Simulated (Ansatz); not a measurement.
System: H2STe2.

```yaml
atoms:
  - { symbol: S, position_ang: [-1.7892, -0.6442, 0.7057] }
  - { symbol: Te, position_ang: [0.3795, -1.2680, -0.2432] }
  - { symbol: Te, position_ang: [1.5902, 1.1451, -0.7570] }
  - { symbol: H, position_ang: [-2.4525, -0.5382, -0.4715] }
  - { symbol: H, position_ang: [2.2720, 1.3053, 0.7660] }
```

Core potentials replace the inner electrons of Te.

These are results of RKS B3LYP-D4/def2-SVP in Ansatz 0.2.0, not measurements.

What can the converged electron density and electron localisation function tell about the bonding?

Te–S (2.45 Å): ρ at the midpoint is about 0.55 e/Å³; the ELF peaks at about 0.85 between the atoms (localised, covalent bonding).
Te–Te (2.75 Å): ρ is about 0.45 e/Å³ halfway; the ELF peaks at about 0.70 between the atoms.

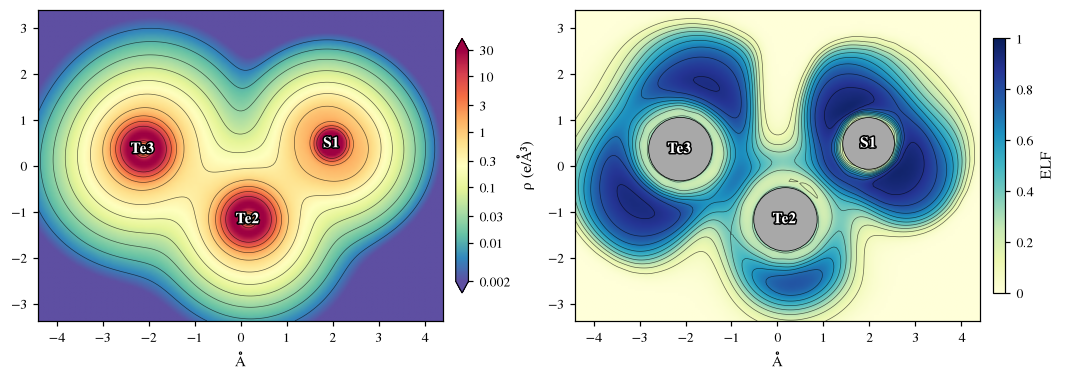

Computed electron density and electron localisation function on the plane of atoms S1, Te2 and Te3, in this order. Grey discs cover the atomic cores in the ELF map. 
